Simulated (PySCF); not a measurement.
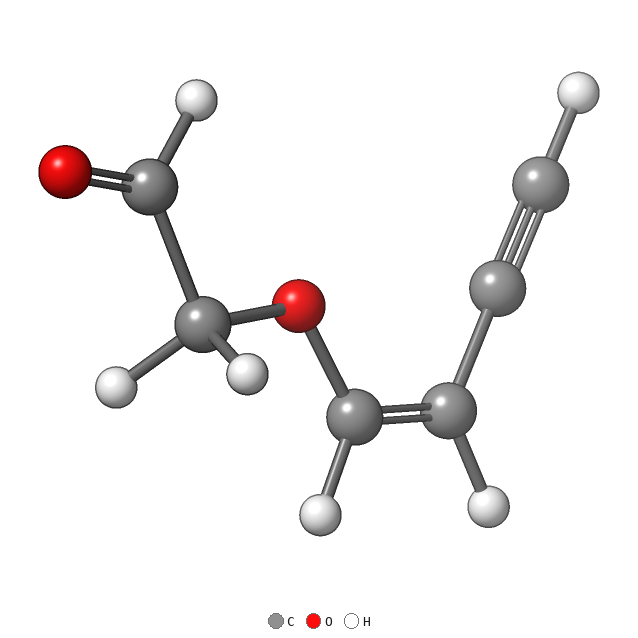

A ball-and-stick model of a molecule. Double and triple bonds are drawn as two and three sticks.

Computed geometry: PBE0-D3(BJ)/def2-SVP optimisation. No frequency run is at hand to confirm it as a minimum.

Description:

Formula C₆H₆O₂. SMILES: `C#C/C=C\OCC=O`. It has no ring. Among its groups: ether, aldehyde, alkene, alkyne. Coordination: 2 C linear; 3 C trigonal planar; 1 O bent; 1 C tetrahedral.

More results for the same structure follow; atom numbers are the same in all pictures, views and colours differ.

## Shape

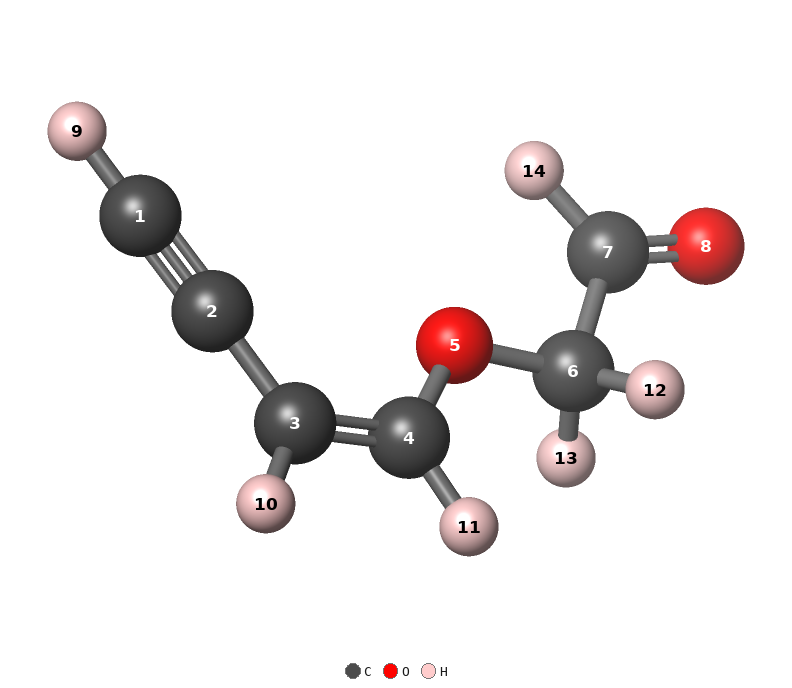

Numbered structure. No frequency run is at hand to confirm it as a minimum.

Which atoms are bonded, and how long are the bonds?

| bond | length (Å) | order |
| --- | --- | --- |
| C1–C2 | 1.215 | triple |
| C1–H9 | 1.074 | single |
| C2–C3 | 1.417 | single |
| C3–C4 | 1.346 | double |
| C3–H10 | 1.093 | single |
| C4–O5 | 1.338 | single |
| C4–H11 | 1.096 | single |
| O5–C6 | 1.400 | single |
| C6–C7 | 1.511 | single |
| C6–H12 | 1.107 | single |
| C6–H13 | 1.107 | single |
| C7–O8 | 1.198 | double |
| C7–H14 | 1.120 | single |

## Dipole moment

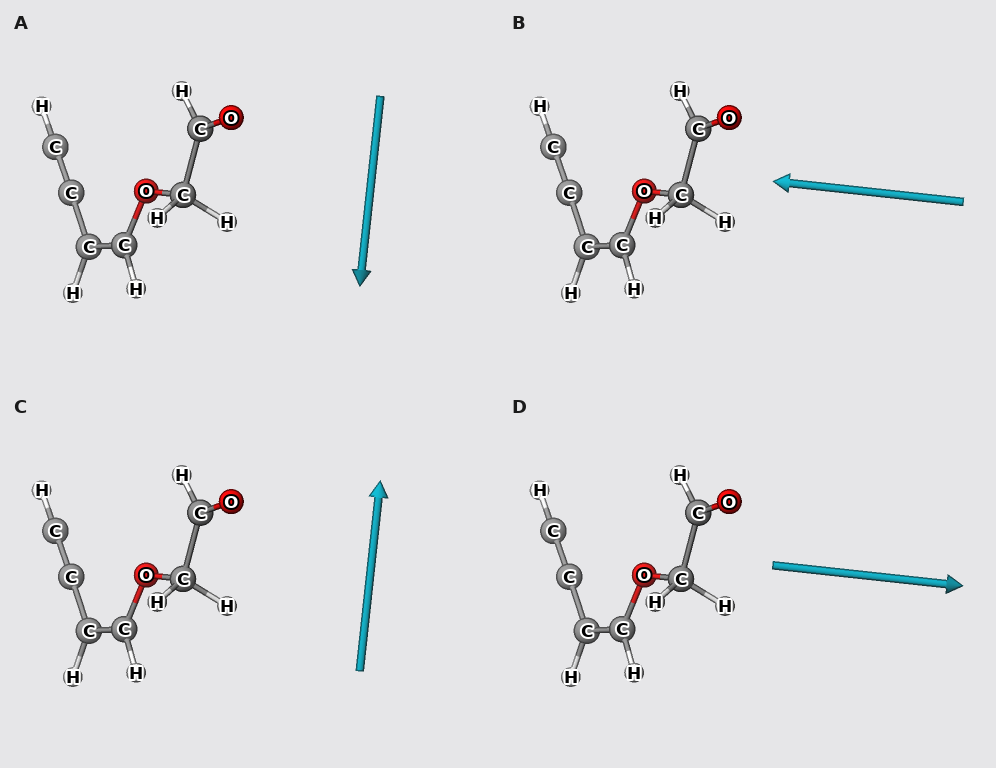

The same molecule four times, each with an arrow. No frequency run is at hand to confirm it as a minimum. Method: PBE0/pcSseg-1 in cyclohexane (IEF-PCM) (PySCF 2.14.0).

Which arrow points along the dipole moment, from the negative to the positive end?

Answer. A. The dipole moment is 2.19 D.

## Excitation

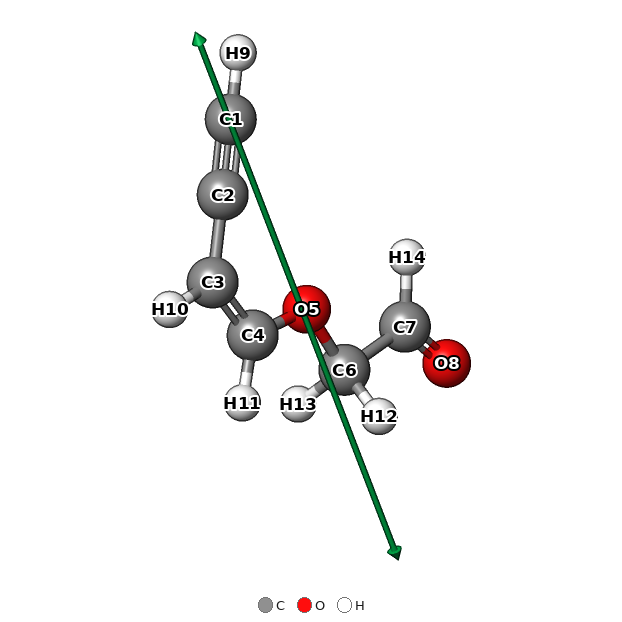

The double arrow shows the direction of the transition dipole to excited singlet state 2 (its length means nothing). No frequency run is at hand to confirm it as a minimum. Properties computed with TDDFT CAM-B3LYP/def2-SVPD, vertical, IEF-PCM methanol (non-equilibrium linear response), core orbitals frozen in the response (PySCF 2.14.0).

Where does the transition lie, and how strong is it?

Answer. 5.17 eV (240 nm), oscillator strength 0.38, mainly HOMO → LUMO (weight 0.75); transition dipole 4.41 D.

## Charges

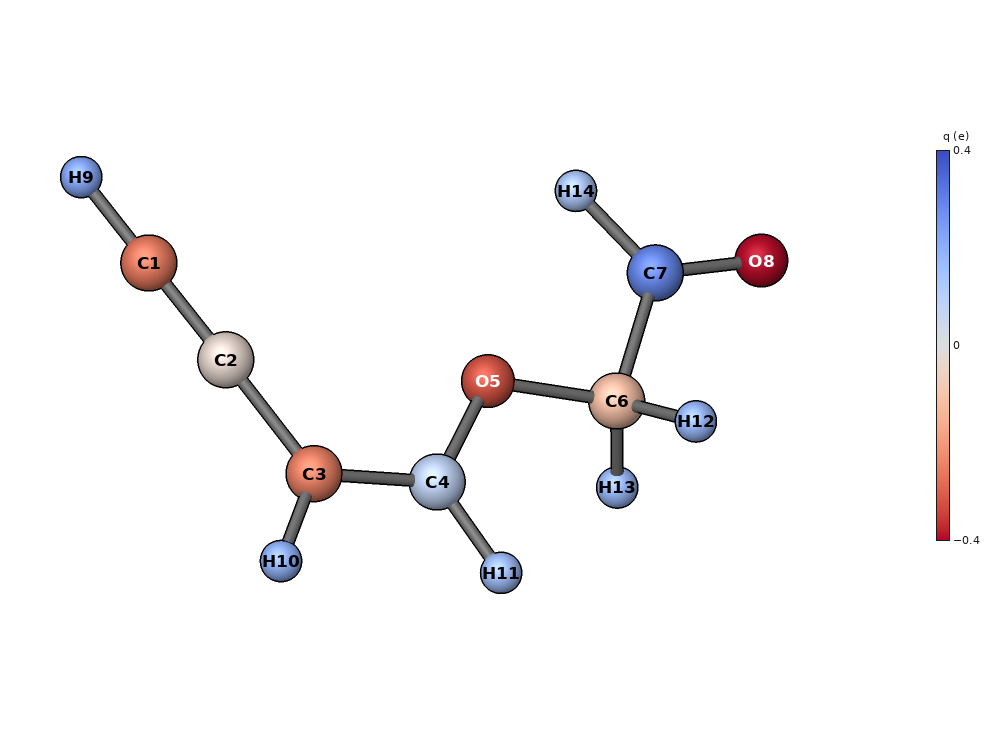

Atoms are coloured by their IAO charges. No frequency run is at hand to confirm it as a minimum. Level of theory: PBE0/pcSseg-1 in cyclohexane (IEF-PCM) (PySCF 2.14.0).

Give the IAO charges atom by atom.

```json
{"atom": "C1", "value (e)": "−0.25"}
{"atom": "C2", "value (e)": "−0.03"}
{"atom": "C3", "value (e)": "−0.24"}
{"atom": "C4", "value (e)": "0.08"}
{"atom": "O5", "value (e)": "−0.32"}
{"atom": "C6", "value (e)": "−0.11"}
{"atom": "C7", "value (e)": "0.28"}
{"atom": "O8", "value (e)": "−0.39"}
{"atom": "H9", "value (e)": "0.21"}
{"atom": "H10", "value (e)": "0.18"}
{"atom": "H11", "value (e)": "0.15"}
{"atom": "H12", "value (e)": "0.16"}
{"atom": "H13", "value (e)": "0.16"}
{"atom": "H14", "value (e)": "0.12"}
```
